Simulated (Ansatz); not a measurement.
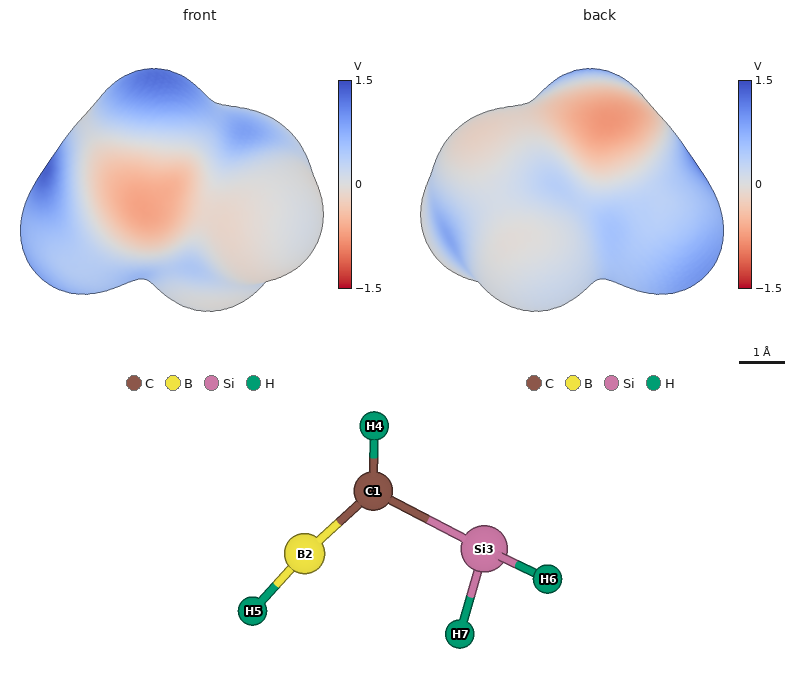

Figure 1: CH₄BSi (SMILES B=C[SiH2]) (doublet). The molecular electrostatic potential painted on the density surface at 0.002 e/bohr³, seen from the front and from behind; the colour scale runs from red (negative) to blue (positive). The bare structure is drawn below in the same view.

Geometry: B3LYP/6-31G*.

Level of theory: isolated molecule in a Gaussian basis; Kohn-Sham density functional theory, functional PBE0 in Ansatz.

Input

```
crystal:
  periodic: [false, false, false]
  atoms:
    - {symbol: C, position_ang: [-0.076068, 0.024956, -0.612043]}
    - {symbol: B, position_ang: [1.158270, 0.635615, -0.533546]}
    - {symbol: Si, position_ang: [-0.612810, -0.073301, 1.159701]}
    - {symbol: H, position_ang: [-0.669717, -0.414733, -1.402999]}
    - {symbol: H, position_ang: [2.182232, 1.178742, -0.347216]}
    - {symbol: H, position_ang: [-0.729823, -1.468301, 1.699502]}
    - {symbol: H, position_ang: [0.374515, 0.677852, 1.997412]}
basis:
  gaussian:
    orbitals: def2-TZVPD
magnetization:
  spin_polarized: true
  initial_magnetization: 1
hamiltonian:
  xc: pbe0
output: {forces: true, orbitals: {seedname: orbitals}}
```

Launched as:

```sh
ansatz run input.yaml --threads 1 --pin off --max-ram 2610MiB --events-out events.jsonl --progress --plain --runs-dir runs
```

Question: Where is the surface potential most negative and most positive?

Answer: The most negative region (about −0.7 V, or −16 kcal/mol for a unit charge) lies over the π face of C1, the most positive (about +1.2 V, or +28 kcal/mol for a unit charge) over B2 and H4.

Question: How polar is the molecule by this calculation?

Answer: Its dipole moment is 0.77 D.
